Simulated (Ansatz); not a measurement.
System: AlBH₂OS (SMILES S[B]1[O][AlH]1).

Input file:

```
crystal:
  periodic: [false, false, false]
  atoms:
    - {symbol: S, position_ang: [-0.747688, -0.098001, -2.110895]}
    - {symbol: B, position_ang: [-0.034787, -0.112630, -0.465908]}
    - {symbol: O, position_ang: [1.067887, -0.724212, 0.000189]}
    - {symbol: Al, position_ang: [0.425395, 0.119234, 1.445029]}
    - {symbol: H, position_ang: [-1.779817, 0.692146, -1.780443]}
    - {symbol: H, position_ang: [1.111112, 0.059563, 2.865827]}
basis:
  gaussian: {orbitals: def2-TZVPP}
hamiltonian: {xc: pbe0, dispersion: d4}
output: {orbitals: {seedname: orbitals}}
```

Command:

```sh
ansatz run in.yaml --threads 2 --pin off --events-out ev --progress --plain --max-ram 4352MiB
```

Geometry: PBE0-D4/def2-TZVP.

These are results of RKS PBE0-D4/def2-TZVPP in Ansatz 0.2.0, not measurements.

Predict the electron density and electron localisation function between the atoms.

B–O (1.34 Å): ρ at the midpoint is about 2.2 e/Å³; the ELF peaks at about 0.85 between the atoms; a polar covalent bond.
Al–O (1.79 Å): ρ is about 0.76 e/Å³ halfway; the ELF peaks at about 0.85 in the valence shell of O, 0.6 Å from its nucleus, and is about 0.45 at the midpoint.
B–S (1.79 Å): the density is about 1.2 e/Å³ at the midpoint; the ELF peaks at about 0.95 between the atoms (a covalent bond).
Al–B (1.98 Å): ρ at the midpoint is about 0.54 e/Å³; the ELF peaks at about 0.55 in the valence shell of B, 0.8 Å from its nucleus, and is about 0.45 at the midpoint.

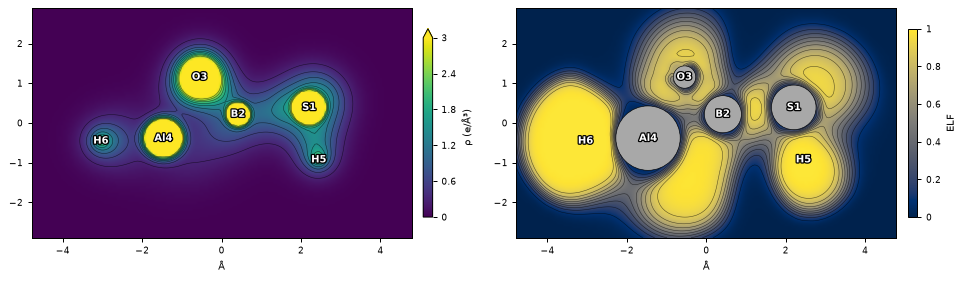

Computed electron density and electron localisation function on the molecular plane, in this order. Grey discs cover the atomic cores in the ELF map. 
